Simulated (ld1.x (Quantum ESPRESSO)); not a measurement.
**Ge: generating and testing a TM potential**

Aim: build the potential from the settings below, then test how well it stands in for the atom: other configurations, scattering, ghost states and the plane-wave cutoff that it needs.

Method: ld1.x (Quantum ESPRESSO) 7.5, PBE, scalar-relativistic.

## (1) The atom and the settings

The settings as typed:

- element: germanium (Ge, Z = 32)
- type: norm-conserving Troullier–Martins (Kleinman–Bylander form)
- frozen core: [Ar]
- valence charge: 14
- reference configuration: 3d10 4s2 4p2
- partial waves: 4s (bound): rc 1.85 bohr; 3d (bound): rc 1.25 bohr; 4f channel at 0.05 Ry: rc 1.80 bohr; 4p (bound): rc 1.55 bohr
- local potential: the p channel
- core correction: not asked for

The nodes and maxima of the atom's own shells, from an earlier all-electron run, set the scale for the radii.

All-electron outer shells of the reference configuration (PBE, scalar-relativistic, ld1.x):

```json
{"shell": "3s", "level (eV)": "-168.49", "outermost node (bohr)": "0.26", "outermost maximum (bohr)": "0.54"}
{"shell": "3p", "level (eV)": "-115.62", "outermost node (bohr)": "0.23", "outermost maximum (bohr)": "0.54"}
{"shell": "3d", "level (eV)": "-29.31", "outermost node (bohr)": "–", "outermost maximum (bohr)": "0.50"}
{"shell": "4s", "level (eV)": "-11.73", "outermost node (bohr)": "0.77", "outermost maximum (bohr)": "1.75"}
{"shell": "4p", "level (eV)": "-3.90", "outermost node (bohr)": "0.82", "outermost maximum (bohr)": "2.22"}
```

## (2) The generation run

Ge.in

```
 &input
   title='Ge', zed=32., rel=1, dft='PBE', iswitch=3,
   config='[Ar] 3d10 4s2 4p2 4f-2',
   nld=4, rlderiv=2.00, eminld=-4.0, emaxld=5.0, deld=0.02
 /
 &inputp
   pseudotype=2, tm=.true., lloc=1,
   nlcc=.false.,
   file_pseudopw='Ge.UPF', file_wfcaegen='ae.wfc', file_wfcncgen='nc.wfc', file_beta='beta', file_chi='chi'
 /
4
4S  1  0   2.00   0.00  1.85  1.85  0.0
3D  3  2  10.00   0.00  1.25  1.25  0.0
4F  4  3  -2.00   0.05  1.80  1.80  0.0
4P  2  1   2.00   0.00  1.55  1.55  0.0
 &test
   configts(1)='3d10 4s2 4p2'
 /
```

Started as:

```bash
$ ld1.x < Ge.in > Ge.out
```

What the program wrote to Ge.out (without the banner and most projector matrices):

```text
     Program LD1 v.7.5
     --------------------------- All-electron run ----------------------------

     Ge
     scalar relativistic calculation

     atomic number is 32.00
     dft =PBE   lsd =0 sic =0 latt =0  beta=0.20 tr2=1.0E-14
     Exchange-correlation= PBE
                           (   1   4   3   4   0   0   0)
     mesh =1207 r(mesh) = 100.41023 a.u. xmin = -7.00 dx = 0.01250
     1 Ry =  13.60569312 eV, c = 137.03599908

     n l     nl                  e(Ry)          e(Ha)          e(eV)
     1 0     1S 1( 2.00)      -805.6314      -402.8157    -10961.1741
     2 0     2S 1( 2.00)      -100.8250       -50.4125     -1371.7939
     2 1     2P 1( 6.00)       -88.1036       -44.0518     -1198.7111
     3 0     3S 1( 2.00)       -12.3839        -6.1919      -168.4909
     3 1     3P 1( 6.00)        -8.4979        -4.2490      -115.6205
     3 2     3D 1(10.00)        -2.1543        -1.0772       -29.3109
     4 0     4S 1( 2.00)        -0.8622        -0.4311       -11.7311
     4 1     4P 1( 2.00)        -0.2863        -0.1431        -3.8953

     final scf error:  3.0E-15 reached in  36 iterations

     Etot =   -4197.669992 Ry,   -2098.834996 Ha,  -57112.209742 eV

     Ekin =    4273.695468 Ry,    2136.847734 Ha,   58146.589038 eV
     Encl =  -10116.689522 Ry,   -5058.344761 Ha, -137644.573051 eV
     Eh   =    1804.321722 Ry,     902.160861 Ha,   24549.047641 eV
     Exc  =    -158.997660 Ry,     -79.498830 Ha,   -2163.273369 eV

     normalization and overlap integrals

     s(1S/1S) =  1.000000  <r> =   0.0470  <r2> =    0.0030  r(max) =   0.0309
     s(2S/2S) =  1.000000  <r> =   0.2100  <r2> =    0.0520  r(max) =   0.1754
     s(2P/2P) =  1.000000  <r> =   0.1837  <r2> =    0.0414  r(max) =   0.1418
     s(3S/3S) =  1.000000  <r> =   0.6242  <r2> =    0.4495  r(max) =   0.5402
     s(3P/3P) =  1.000000  <r> =   0.6470  <r2> =    0.4929  r(max) =   0.5402
     s(3D/3D) =  1.000000  <r> =   0.7365  <r2> =    0.6969  r(max) =   0.5012
     s(4S/4S) =  1.000000  <r> =   2.1162  <r2> =    5.1841  r(max) =   1.7494
     s(4P/4P) =  1.000000  <r> =   2.8993  <r2> =   10.0650  r(max) =   2.2184

     ------------------------ End of All-electron run ------------------------

     --------------------- Generating NC pseudopotential ---------------------

      Generating local pot.: lloc=1, matching radius rcloc =   1.5500

      Wfc   4S  rcut= 1.839  Using Troullier-Martins method

      Wfc   3D  rcut= 1.264  Using Troullier-Martins method

      Wfc   4F  rcut= 1.794  Using Troullier-Martins method

     ------------------- End of pseudopotential generation -------------------

     [... the all-electron block is printed once more ...]


     Computing logarithmic derivative in   1.99478
     Computing logarithmic derivative in   1.99478
     Computing the partial wave expansion
     R is outside the sphere for l=    0 j= 0.00
       no projector for channel:   1
     R is outside the sphere for l=    2 j= 0.00
     R is outside the sphere for l=    3 j= 0.00

     ---------------------- Testing the pseudopotential ----------------------

     Ge
     scalar relativistic calculation

     atomic number is 32.00   valence charge is 14.00
     dft =PBE   lsd =0 sic =0 latt =0  beta=0.20 tr2=1.0E-14
     mesh =1207 r(mesh) = 100.41023 xmin = -7.00 dx = 0.01250

     n l     nl             e AE (Ry)        e PS (Ry)    De AE-PS (Ry)
     3 2     3D   1(10.00)       -2.15431       -2.15432        0.00001
     1 0     4S   1( 2.00)       -0.86222       -0.86223        0.00000
     2 1     4P   1( 2.00)       -0.28630       -0.28629       -0.00001

     eps = 6.6E-15  iter = 16

     Etot =   -4197.669992 Ry,   -2098.834996 Ha,  -57112.209742 eV
     Etotps =  -179.043692 Ry,     -89.521846 Ha,   -2436.013534 eV

     Ekin =     219.258328 Ry,     109.629164 Ha,    2983.161530 eV
     Encl =    -340.786469 Ry,    -170.393234 Ha,   -4636.636116 eV
     Ehrt =     161.868037 Ry,      80.934019 Ha,    2202.326840 eV
     Ecxc =     -22.428491 Ry,     -11.214245 Ha,    -305.155162 eV
     Epseu=    -196.955098 Ry,     -98.477549 Ha,   -2679.710626 eV

     ---------------------- End of pseudopotential test ----------------------
```

Run time: 1.3 s. Hardware: 1 thread of Neoverse-V2, shared host. (Generation and the later configuration tests together.)

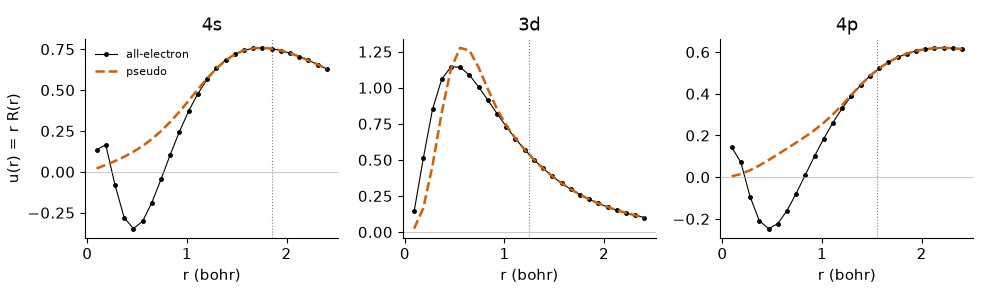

Bound waves of the atom and their pseudo partners (4s, 3d, 4p), with the matching radii dotted. The curves join 26 sampled radii, too few to resolve the innermost nodes.

## (3) Configuration tests

Ge.test.in

```
 &input
   title='Ge', zed=32., rel=1, dft='PBE', iswitch=2,
   config='[Ar] 3d10 4s2 4p2 4f-2'
 /
 &test
   file_pseudo='Ge.UPF', nconf=8,
   configts(1)='3d10 4s2 4p2',
   configts(2)='3d10 4s2 4p1',
   configts(3)='3d10 4s2 4p0',
   configts(4)='3d10 4s1 4p0',
   configts(5)='3d9 4s2 4p3',
   configts(6)='3d10 4s0 4p4',
   configts(7)='3d10 4s2 4p2.3',
   configts(8)='3d10 4s0 4p0'
 /
```

Started as:

```bash
$ ld1.x < Ge.test.in > Ge.test.out
```

Ge.test.out, the pseudopotential blocks, each with the warnings that came before it:

```text
     ---------------------- Testing the pseudopotential ----------------------

     Ge
     scalar relativistic calculation

     atomic number is 32.00   valence charge is 14.00
     dft =PBE   lsd =0 sic =0 latt =0  beta=0.20 tr2=1.0E-14
     mesh =1207 r(mesh) = 100.41023 xmin = -7.00 dx = 0.01250

     n l     nl             e AE (Ry)        e PS (Ry)    De AE-PS (Ry)
     3 2     3D   1(10.00)       -2.15431       -2.15432        0.00001
     1 0     4S   1( 2.00)       -0.86222       -0.86223        0.00000
     2 1     4P   1( 2.00)       -0.28630       -0.28629       -0.00001

     eps = 9.3E-15  iter = 16

     Etot =   -4197.669992 Ry,   -2098.834996 Ha,  -57112.209742 eV
     Etotps =  -179.043692 Ry,     -89.521846 Ha,   -2436.013530 eV

     Ekin =     219.258329 Ry,     109.629164 Ha,    2983.161534 eV
     Encl =    -340.786469 Ry,    -170.393234 Ha,   -4636.636114 eV
     Ehrt =     161.868037 Ry,      80.934019 Ha,    2202.326838 eV
     Ecxc =     -22.428491 Ry,     -11.214245 Ha,    -305.155162 eV
     Epseu=    -196.955098 Ry,     -98.477549 Ha,   -2679.710625 eV

     ---------------------- End of pseudopotential test ----------------------

     ---------------------- Testing the pseudopotential ----------------------

     Ge
     scalar relativistic calculation

     atomic number is 32.00   valence charge is 14.00
     dft =PBE   lsd =0 sic =0 latt =0  beta=0.20 tr2=1.0E-14
     mesh =1207 r(mesh) = 100.41023 xmin = -7.00 dx = 0.01250

     n l     nl             e AE (Ry)        e PS (Ry)    De AE-PS (Ry)
     3 2     3D   1(10.00)       -2.81637       -2.81374       -0.00263
     1 0     4S   1( 2.00)       -1.45956       -1.45934       -0.00023
     2 1     4P   1( 1.00)       -0.82628       -0.82617       -0.00011

     eps = 5.0E-15  iter = 19

     Etot =   -4197.122869 Ry,   -2098.561434 Ha,  -57104.765750 eV
     Etotps =  -178.496555 Ry,     -89.248277 Ha,   -2428.569344 eV
     dEtot_ae =       0.547123 Ry
     dEtot_ps =       0.547138 Ry,   Delta E=      -0.000014 Ry

     Ekin =     219.038903 Ry,     109.519452 Ha,    2980.176097 eV
     Encl =    -331.541159 Ry,    -165.770579 Ha,   -4510.847265 eV
     Ehrt =     153.144605 Ry,      76.572302 Ha,    2083.638496 eV
     Ecxc =     -21.995584 Ry,     -10.997792 Ha,    -299.265171 eV
     Epseu=    -197.143319 Ry,     -98.571660 Ha,   -2682.271502 eV

     ---------------------- End of pseudopotential test ----------------------

     ---------------------- Testing the pseudopotential ----------------------

     Ge
     scalar relativistic calculation

     atomic number is 32.00   valence charge is 14.00
     dft =PBE   lsd =0 sic =0 latt =0  beta=0.20 tr2=1.0E-14
     mesh =1207 r(mesh) = 100.41023 xmin = -7.00 dx = 0.01250

     n l     nl             e AE (Ry)        e PS (Ry)    De AE-PS (Ry)
     3 2     3D   1(10.00)       -3.61570       -3.61033       -0.00537  !
     1 0     4S   1( 2.00)       -2.14976       -2.14916       -0.00060
     2 1     4P   1( 0.00)       -1.45571       -1.45560       -0.00011

     eps = 7.1E-15  iter = 15

     Etot =   -4195.988126 Ry,   -2097.994063 Ha,  -57089.326796 eV
     Etotps =  -177.361777 Ry,     -88.680888 Ha,   -2413.129905 eV
     dEtot_ae =       1.681865 Ry
     dEtot_ps =       1.681915 Ry,   Delta E=      -0.000050 Ry

     Ekin =     218.806233 Ry,     109.403116 Ha,    2977.010458 eV
     Encl =    -320.413291 Ry,    -160.206646 Ha,   -4359.444913 eV
     Ehrt =     143.333499 Ry,      71.666750 Ha,    1950.151608 eV
     Ecxc =     -21.492699 Ry,     -10.746350 Ha,    -292.423072 eV
     Epseu=    -197.595518 Ry,     -98.797759 Ha,   -2688.423985 eV

     ---------------------- End of pseudopotential test ----------------------

     ---------------------- Testing the pseudopotential ----------------------

     Ge
     scalar relativistic calculation

     atomic number is 32.00   valence charge is 14.00
     dft =PBE   lsd =0 sic =0 latt =0  beta=0.20 tr2=1.0E-14
     mesh =1207 r(mesh) = 100.41023 xmin = -7.00 dx = 0.01250

     n l     nl             e AE (Ry)        e PS (Ry)    De AE-PS (Ry)
     3 2     3D   1(10.00)       -4.63739       -4.62919       -0.00820  !
     1 0     4S   1( 1.00)       -2.97339       -2.96832       -0.00507  !
     2 1     4P   1( 0.00)       -2.20993       -2.20765       -0.00228

     eps = 5.3E-15  iter = 31

     Etot =   -4193.431031 Ry,   -2096.715516 Ha,  -57054.535744 eV
     Etotps =  -174.806713 Ry,     -87.403357 Ha,   -2378.366494 eV
     dEtot_ae =       4.238961 Ry
     dEtot_ps =       4.236979 Ry,   Delta E=       0.001982 Ry

     Ekin =     219.527599 Ry,     109.763799 Ha,    2986.825143 eV
     Encl =    -306.435162 Ry,    -153.217581 Ha,   -4169.262782 eV
     Ehrt =     131.718643 Ry,      65.859321 Ha,    1792.123435 eV
     Ecxc =     -20.856649 Ry,     -10.428325 Ha,    -283.769166 eV
     Epseu=    -198.761144 Ry,     -99.380572 Ha,   -2704.283124 eV

     ---------------------- End of pseudopotential test ----------------------

     Warning: n=3, l=2 expected 0 nodes, found 1
     ---------------------- Testing the pseudopotential ----------------------

     Ge
     scalar relativistic calculation

     atomic number is 32.00   valence charge is 14.00
     dft =PBE   lsd =0 sic =0 latt =0  beta=0.20 tr2=1.0E-14
     mesh =1207 r(mesh) = 100.41023 xmin = -7.00 dx = 0.01250

     n l     nl             e AE (Ry)        e PS (Ry)    De AE-PS (Ry)
     3 2     3D   1( 9.00)       -2.87521       -2.96563        0.09042  !
     1 0     4S   1( 2.00)       -1.03148       -1.02901       -0.00247
     2 1     4P   1( 3.00)       -0.37973       -0.37761       -0.00212

     eps = 7.0E-15  iter = 30

     Etot =   -4195.492471 Ry,   -2097.746235 Ha,  -57082.583060 eV
     Etotps =  -176.818456 Ry,     -88.409228 Ha,   -2405.737647 eV
     dEtot_ae =       2.177521 Ry
     dEtot_ps =       2.225236 Ry,   Delta E=      -0.047715 Ry

     Ekin =     206.622570 Ry,     103.311285 Ha,    2811.243275 eV
     Encl =    -331.578920 Ry,    -165.789460 Ha,   -4511.361030 eV
     Ehrt =     153.267286 Ry,      76.633643 Ha,    2085.307656 eV
     Ecxc =     -21.320241 Ry,     -10.660121 Ha,    -290.076661 eV
     Epseu=    -183.809150 Ry,     -91.904575 Ha,   -2500.850887 eV

     ---------------------- End of pseudopotential test ----------------------

     ---------------------- Testing the pseudopotential ----------------------

     Ge
     scalar relativistic calculation

     atomic number is 32.00   valence charge is 14.00
     dft =PBE   lsd =0 sic =0 latt =0  beta=0.20 tr2=1.0E-14
     mesh =1207 r(mesh) = 100.41023 xmin = -7.00 dx = 0.01250

     n l     nl             e AE (Ry)        e PS (Ry)    De AE-PS (Ry)
     3 2     3D   1(10.00)       -2.40106       -2.40242        0.00136
     1 0     4S   1( 0.00)       -0.99555       -0.99435       -0.00119
     2 1     4P   1( 4.00)       -0.38263       -0.38221       -0.00042

     eps = 5.9E-16  iter = 11

     Etot =   -4196.479660 Ry,   -2098.239830 Ha,  -57096.014458 eV
     Etotps =  -177.853878 Ry,     -88.926939 Ha,   -2419.825285 eV
     dEtot_ae =       1.190331 Ry
     dEtot_ps =       1.189814 Ry,   Delta E=       0.000517 Ry

     Ekin =     220.906255 Ry,     110.453128 Ha,    3005.582717 eV
     Encl =    -337.610000 Ry,    -168.805000 Ha,   -4593.418055 eV
     Ehrt =     158.902065 Ry,      79.451032 Ha,    2161.972727 eV
     Ecxc =     -22.242235 Ry,     -11.121117 Ha,    -302.621023 eV
     Epseu=    -197.809963 Ry,     -98.904981 Ha,   -2691.341652 eV

     ---------------------- End of pseudopotential test ----------------------

     ---------------------- Testing the pseudopotential ----------------------

     Ge
     scalar relativistic calculation

     atomic number is 32.00   valence charge is 14.00
     dft =PBE   lsd =0 sic =0 latt =0  beta=0.20 tr2=1.0E-14
     mesh =1207 r(mesh) = 100.41023 xmin = -7.00 dx = 0.01250

     n l     nl             e AE (Ry)        e PS (Ry)    De AE-PS (Ry)
     3 2     3D   1(10.00)       -1.99138       -1.99189        0.00051
     1 0     4S   1( 2.00)       -0.70960       -0.70965        0.00005
     2 1     4P   1( 2.30)       -0.14906       -0.14908        0.00002

     eps = 7.4E-15  iter = 16

     Etot =   -4197.734933 Ry,   -2098.867466 Ha,  -57113.093307 eV
     Etotps =  -179.108639 Ry,     -89.554319 Ha,   -2436.897177 eV
     dEtot_ae =      -0.064941 Ry
     dEtot_ps =      -0.064947 Ry,   Delta E=       0.000006 Ry

     Ekin =     219.307215 Ry,     109.653608 Ha,    2983.826673 eV
     Encl =    -343.067272 Ry,    -171.533636 Ha,   -4667.668028 eV
     Ehrt =     164.124659 Ry,      82.062329 Ha,    2233.029739 eV
     Ecxc =     -22.534070 Ry,     -11.267035 Ha,    -306.591641 eV
     Epseu=    -196.939171 Ry,     -98.469585 Ha,   -2679.493919 eV

     ---------------------- End of pseudopotential test ----------------------

     ---------------------- Testing the pseudopotential ----------------------

     Ge
     scalar relativistic calculation

     atomic number is 32.00   valence charge is 14.00
     dft =PBE   lsd =0 sic =0 latt =0  beta=0.20 tr2=1.0E-14
     mesh =1207 r(mesh) = 100.41023 xmin = -7.00 dx = 0.01250

     n l     nl             e AE (Ry)        e PS (Ry)    De AE-PS (Ry)
     3 2     3D   1(10.00)       -5.73553       -5.72091       -0.01462  !
     1 0     4S   1( 0.00)       -3.84393       -3.82748       -0.01646  !
     2 1     4P   1( 0.00)       -3.00875       -3.00066       -0.00809  !

     eps = 2.8E-16  iter =  9

     Etot =   -4190.024885 Ry,   -2095.012443 Ha,  -57008.192764 eV
     Etotps =  -171.410648 Ry,     -85.705324 Ha,   -2332.160678 eV
     dEtot_ae =       7.645107 Ry
     dEtot_ps =       7.633044 Ry,   Delta E=       0.012063 Ry

     Ekin =     220.357620 Ry,     110.178810 Ha,    2998.118149 eV
     Encl =    -291.554604 Ry,    -145.777302 Ha,   -3966.802475 eV
     Ehrt =     120.195163 Ry,      60.097581 Ha,    1635.338497 eV
     Ecxc =     -20.246970 Ry,     -10.123485 Ha,    -275.474066 eV
     Epseu=    -200.161856 Ry,    -100.080928 Ha,   -2723.340783 eV

     ---------------------- End of pseudopotential test ----------------------
```

Excitation and ionisation energies from 3d10 4s2 4p2, with the error of the potential. A star marks tests that logged a warning.

```tsv
valence configuration	charge	ΔE all-electron (eV)	error AE − PS (meV)
3d10 4s2 4p1	+1	7.444	-0.2
3d10 4s2 4p0	+2	22.883	-0.7
3d10 4s1 4p0	+3	57.674	+27
3d9 4s2 4p3 *	0	29.627	-649
3d10 4s0 4p4	0	16.195	+7.0
3d10 4s2 4p2.3	-0.3	-0.884	+0.1
3d10 4s0 4p0	+4	104.017	+164
```

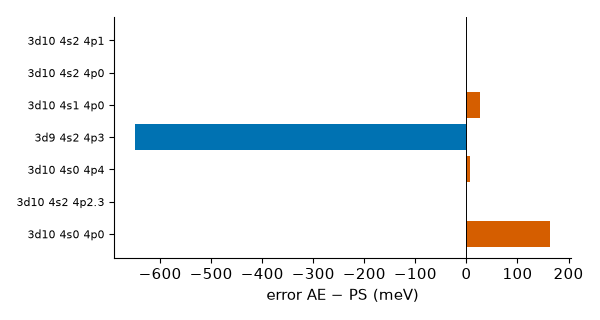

Error of the potential in each test configuration.

## (4) Logarithmic derivatives

Taken from the files of the generation run. The phase is arctan(r·u′/u) with u = r·R, unwrapped, with energies in Ry. A pole is an energy at which the radial function vanishes at the test radius. The pseudo phase is shifted by a multiple of π to meet the all-electron one at the reference energy. Levels narrower than the energy grid can be missing from the poles. The last column is the largest difference on the grid between −1 and +1 Ry.

| channel | radius (bohr) | reference (Ry) | poles AE | poles PS | window around the reference with phases within 0.05 rad (Ry) | largest difference near zero (rad) |
| --- | --- | --- | --- | --- | --- | --- |
| s | 2.00 | -0.86 | 2.13 | 2.19 | the whole range | 0.002 |
| p | 2.00 | -0.29 | 3.69 | 3.23 | below 4.0 | 0.012 |
| d | 2.00 | -2.15 | -2.04 | -2.04 | below -0.1 | 0.127 |
| f | 2.00 | 0.05 | none | none | the whole range | 0.000 |

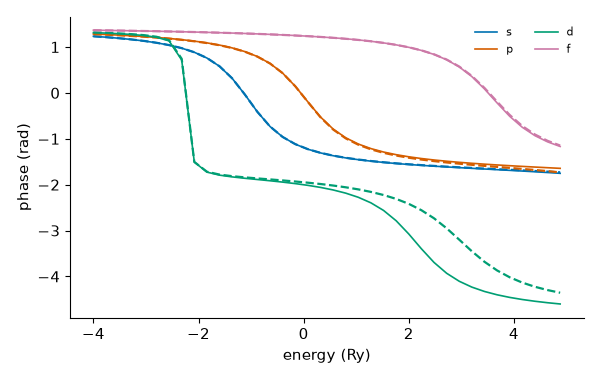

Phases by channel: all-electron solid, pseudo dashed.

## (5) Plane-wave convergence, by spherical Bessel functions

This step uses the generator's waves and projectors in a separate script. Basis: spherical Bessel functions vanishing at 20 bohr, q² up to the cutoff; potential fixed at the reference.

All-electron valence levels (Ry): 4s -0.8622, 3d -2.1543, 4p -0.2863. The lowest levels of each channel (Ry) by cutoff; the last column sums, over occupied levels, occupation times the distance from the level at 400 Ry. A positive value at high cutoff is not a bound level.

| cutoff (Ry) | s #1 | s #2 | d #1 | f #1 | p #1 | Σ f·Δε (mRy) |
| --- | --- | --- | --- | --- | --- | --- |
| 8 | -1085.3562 | -0.8029 | 0.0533 | 0.1080 | -0.2781 | 22210.9 |
| 18 | -2552.4551 | -0.8575 | 0.0532 | 0.1080 | -0.2801 | 22097.3 |
| 35 | -2757.1735 | -0.8614 | 0.0531 | 0.1080 | -0.2844 | 22079.2 |
| 55 | -3031.2959 | -0.8621 | 0.0495 | 0.1080 | -0.2860 | 22038.7 |
| 90 | -3083.1880 | -0.8622 | -1.5514 | 0.1080 | -0.2863 | 6029.1 |
| 140 | -3108.6666 | -0.8622 | -2.1364 | 0.1080 | -0.2863 | 178.6 |
| 180 | -3115.0720 | -0.8622 | -2.1534 | 0.1080 | -0.2863 | 8.7 |
| 230 | -3117.5490 | -0.8622 | -2.1537 | 0.1080 | -0.2863 | 6.2 |
| 400 | -3118.9126 | -0.8622 | -2.1543 | 0.1080 | -0.2863 | 0.0 |

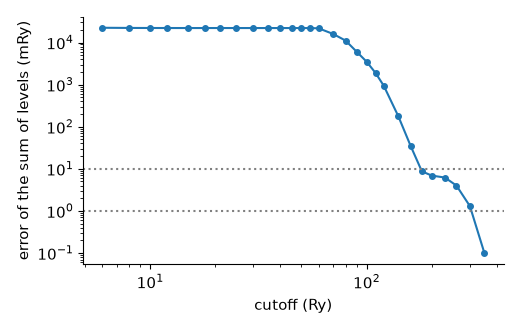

Occupation-weighted error of the valence levels against the cutoff; the dotted lines mark 10 and 1 mRy.

The sum stays within 10 mRy from 180 Ry and within 1 mRy only somewhere over 300 Ry. The sum leaves out empty levels, which can need more. Ghost test: ghost state, bound below the all-electron valence or empty levels of the same l: s at -42435.0 eV.

## (6) Summary of results

| quantity | value |
| --- | --- |
| cutoffs for 10 and 1 mRy, occupied levels | 180 Ry and over 300 Ry |
| bound ghosts | s at -42434.97 eV |
| largest test error (AE − PS) | -649 meV, for 3d9 4s2 4p3 (this test logged a warning) |
| largest phase difference near zero energy, channels read | 0.127 rad |

**Reading.** It has a bound ghost (s), a state that the atom doesn't have, and that rules the file out. By total energies transferability is poor: the largest error is 649 meV on 29.6 eV, for 3d9 4s2 4p3. It counts as very hard, with 180 Ry needed at the looser tolerance. The tighter tolerance needs over 300 Ry, and converged work needs a cutoff nearer that. The slowest occupied level is 3d: taken alone it needs 180 Ry to come within 1 mRy, against 45 Ry for 4p. Near zero energy the largest phase difference among the channels read is 0.13 rad, in the d channel.
